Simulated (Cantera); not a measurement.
Charge: 1 mol H2S, 0.048 mol H2O, 0.035 mol O2, at 1.00 mbar.

These are equilibrium values from Cantera (NASA tables, ideal gas, pure condensed phases), not measurements of a reactor. Candidate condensed phases: H2O, H2SO4, S; 19 gas species. Kinetics and transport are ignored.

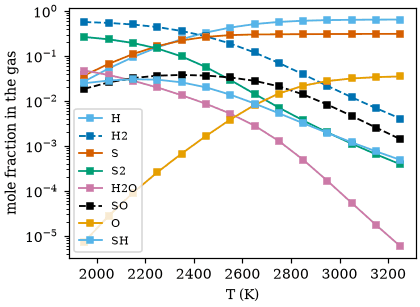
Fig. 1. Equilibrium gas composition (values under 1e-9 drawn at 1e-9)

Task: Read off the mole fractions at 1950 K.

Result: H2 about 0.57, S2 about 0.26, H2O about 0.048, S about 0.037, H about 0.027, SH about 0.025, SO about 0.019, O about 7.4e-6.
